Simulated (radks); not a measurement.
**Run report: Sn, atomic calculation**

- system: the neutral tin atom in the configuration [Kr] 4d10 5s2 5p2 (high spin). It sits in a hard spherical wall of radius 12 bohr.
- method: scalar-relativistic Kohn-Sham, PBE, spin-polarised, spherical densities, point nucleus (the in-house radial solver radks)

**Log**
```
1s      1   1.0000       -1066.24845076
2s      1   1.0000        -160.95935383
2p      1   3.0000        -144.49014563
3s      1   1.0000         -31.05610835
3p      1   3.0000         -25.67463531
3d      1   5.0000         -17.39177361
4s      1   1.0000          -4.91641736
4p      1   3.0000          -3.29109528
4d      1   5.0000          -0.94611912
5s      1   1.0000          -0.40290738
5p      1   2.0000          -0.15250385
6s      1   0.0000          -0.00917622
4f      1   0.0000           0.11739843
5d      1   0.0000           0.04013847
1s      2   1.0000       -1066.24732119
2s      2   1.0000        -160.95908984
2p      2   3.0000        -144.48937812
3s      2   1.0000         -31.05521047
3p      2   3.0000         -25.67360491
3d      2   5.0000         -17.39085620
4s      2   1.0000          -4.91431939
4p      2   3.0000          -3.28878656
4d      2   5.0000          -0.93999504
5s      2   1.0000          -0.35903212
5p      2   0.0000          -0.10481454
6s      2   0.0000           0.02292842
4f      2   0.0000           0.14745317
5d      2   0.0000           0.07438660
Etot -6177.225730678362
Ekin 6449.606519318725
Encl -14938.034398886692
Eh 2475.9963699061354
Exc -164.79422101653012
err 6.914501708086509e-09
it 13
```

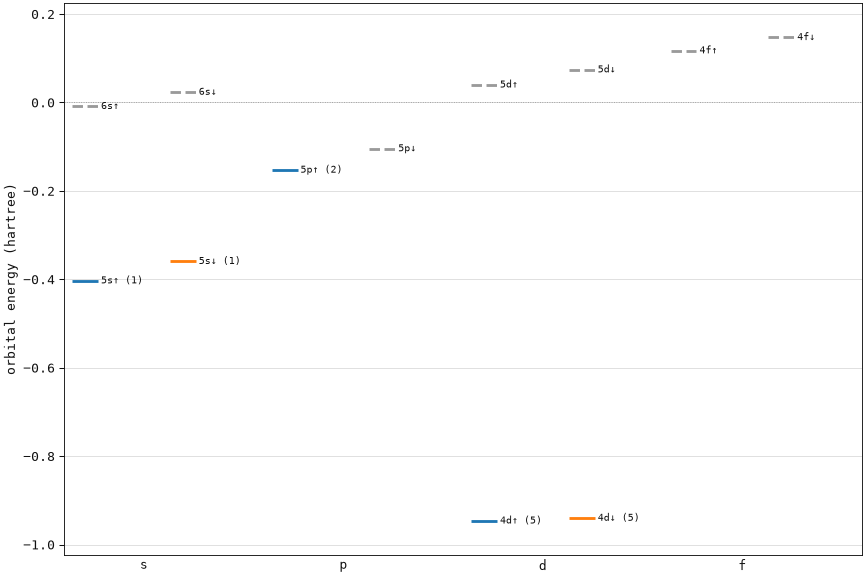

**Figure 1.** The outer levels are drawn (occupations in brackets, up spins at the left of each column and down spins at the right, empty levels dashed). The highest occupied level is 5p up at −0.153 hartree. From the top down the occupied levels run 5p up (−0.153 hartree), 5s down (−0.359 hartree), 5s up (−0.403 hartree), 4d down (−0.940 hartree), 4d up (−0.946 hartree). The lowest empty level drawn is 5p down at −0.105 hartree. The largest exchange splitting (down less up) among the shells drawn in both spins is that of 5p, 0.0477 hartree.

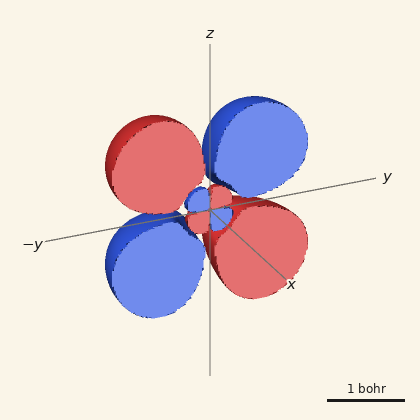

**Figure 2.** The 4d(yz) orbital of down spin. The surface of constant |ψ| that holds about 80 % of the electron is drawn, blue where ψ is positive and red where it is negative, with the half in front of the yz plane cut away and the cut face painted. The radial function comes from the spherical calculation and is multiplied by a real spherical harmonic; the overall sign is chosen so that the largest lobe of P(r) is positive; at the scalar-relativistic level it is the large component. It has the nodal planes xy and xz and 1 radial node, at r = 0.388 bohr. The outermost maximum of P² lies at 0.887 bohr, ⟨r⟩ = 1.10 bohr, 90 % of the charge lies within 1.70 bohr, and the eigenvalue is −25.6 eV, with 5 electrons in the shell for this spin.

**The input**
```
Z 50
configuration [Kr] 4d10 5s2 5p2 6s0 4f0 5d0
relativity scalar-relativistic
functional pbe,pbe
spin polarised
nucleus point
wall 12 bohr
c 137.035999084
```

Energies in input and log are in hartree, lengths in bohr.

**Key numbers**

- outcome: converged
- total energy: −6177.2257 hartree
- kinetic energy: 6449.6065 hartree
- electron–nucleus energy: −14938.0344 hartree
- Hartree energy: 2475.9964 hartree
- exchange–correlation energy: −164.794221 hartree
- radius at density 0.001 e/bohr³: 4.71 bohr
- pressure on the wall: 0.00126 GPa
- SCF iterations: 13
- hardware: 1 CPU thread, shared host
